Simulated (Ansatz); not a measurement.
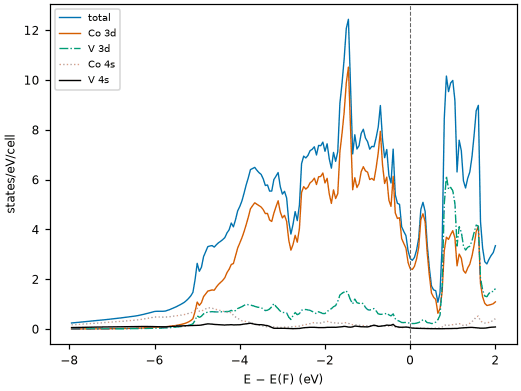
Total and projected density of states of VCo$_{3}$ (Cu3Au type, Pm-3m), PBEsol (plane waves, PAW; program Ansatz)

Task: Which orbitals carry the states next to the Fermi level?

Result: Within 0.5 eV of the Fermi level: Co 3d 87 %, V 3d 8 %. Projections are on Löwdin-orthogonalised atomic valence shells; empty p or d shells of many metals are not among them.

Task: Where is the tallest occupied peak in this window, and what makes it?

Result: Near -1.4 eV, about 12 states/eV per cell; the largest projected share is Co 3d.

The first step of the workflow began from a Materials Project structure, measured or hypothetical; the Crystallography Open Database copy checked does not list it. With V and Co taken as one species the cell has the higher symmetry Fm-3m, so it may be an ordered model of a mixed-site phase. Its standing as an ambient phase is unchecked. The cell was relaxed with PBEsol under the symmetry of its start; of distortions, only those at the zone centre were tested. The run is not spin-polarised.

Potentials: the later of the program's two PAW sets.
